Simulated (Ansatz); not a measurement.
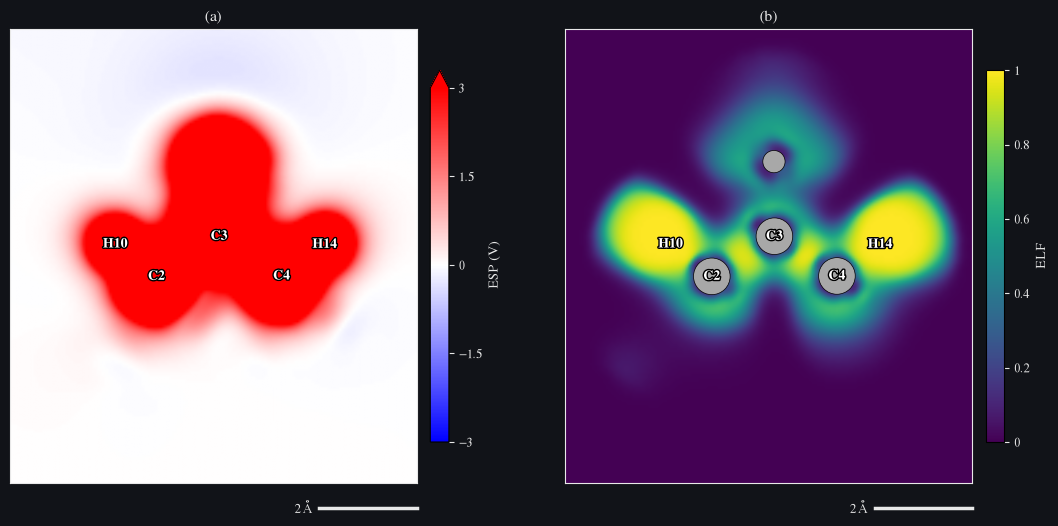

Figure 1: C4H10BN. (a) electrostatic potential; (b) electron localisation function on the plane of atoms C2, C3 and C4. Grey discs cover the atomic cores in the ELF map.

Computed with Ansatz 0.2.0, RKS B3LYP-D4/6-31G.

Input file:

```
crystal:
  periodic: [false, false, false]
  atoms:
    - { symbol: C, position_ang: [0.5744, -1.8956, 0.1309] }
    - { symbol: C, position_ang: [0.7496, -0.4408, 0.6514] }
    - { symbol: C, position_ang: [-0.2655, 0.5774, 0.0187] }
    - { symbol: C, position_ang: [-0.0778, 0.8834, -1.4702] }
    - { symbol: B, position_ang: [-0.6874, 1.7538, 0.9268] }
    - { symbol: "N", position_ang: [-1.5727, 0.5372, 0.523] }
    - { symbol: H, position_ang: [-0.4922, -2.1721, 0.3143] }
    - { symbol: H, position_ang: [0.7704, -1.8771, -0.9774] }
    - { symbol: H, position_ang: [1.2182, -2.538, 0.6742] }
    - { symbol: H, position_ang: [0.6686, -0.4591, 1.7853] }
    - { symbol: H, position_ang: [1.7808, -0.123, 0.4304] }
    - { symbol: H, position_ang: [0.8928, 1.2199, -1.7063] }
    - { symbol: H, position_ang: [-0.4311, -0.0184, -2.0617] }
    - { symbol: H, position_ang: [-0.8991, 1.6736, -1.7557] }
    - { symbol: H, position_ang: [-0.6214, 2.904, 1.1663] }
    - { symbol: H, position_ang: [-1.6304, -0.0476, 1.3942] }
basis:
  gaussian: { orbitals: "6-31G" }
hamiltonian:
  xc: b3lyp
  dispersion: d4
relax:
  f_tol: 0.015
  max_steps: 40
output:
  orbitals: {}
```

Run with:

```sh
ansatz run input.yaml --threads 1 --pin off --max-ram 2048MiB --backend cpu --events-out ev --progress --plain --runs-dir out
```

The fields are those of the relaxed geometry.

Read the bonding off the picture.

- The section cuts through C and H sites.
- C–C (1.52 Å): the ELF peaks at about 0.95 between the atoms, as expected for a shared electron pair.
- C–H (1.09 Å): the ELF climbs to about 1 towards the hydrogen, as it does in any bond to H; an ordinary covalent bond to hydrogen.
- Outside the dense part of the molecule the potential is most negative (−0.3 V) near H15, which lies off the plane.
